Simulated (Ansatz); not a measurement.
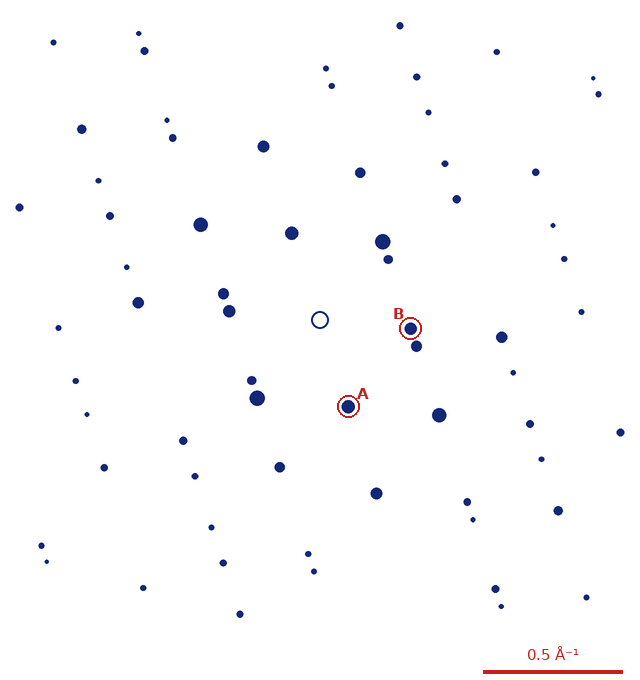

The pattern is a kinematic simulation for 120 kV electrons (no multiple scattering; isotropic B = 0.3 Å²). Two individuals of a reflection twin are superposed (a geometric construction: whether this twin forms is not tested; the second individual is smaller and so fainter). Crystal: Y, space group P6_3/mmc (No. 194), a = 3.64 Å, c = 11.69 Å (hexagonal axes), zone axis [211]. Structure: the input geometry of an electronic-structure calculation (not necessarily at equilibrium); the starting structure was generated, so it need not be a known form of this composition.

In the first individual spot A is 0 -1 1 and spot B is 1 -1 -1.

**On which plane is the crystal twinned?**

(01-1). The spot positions of the combined pattern are mirror-symmetric about the row through 0 1 -1 (d = 3.047 Å), which both individuals share, while a single individual has only symmetry 2mm without that mirror line. Friedel's law adds a mirror line at right angles, along which no low-index reflection lies.

**Which other reflections coincide?**

Within the frame only the reflections of the common row coincide.
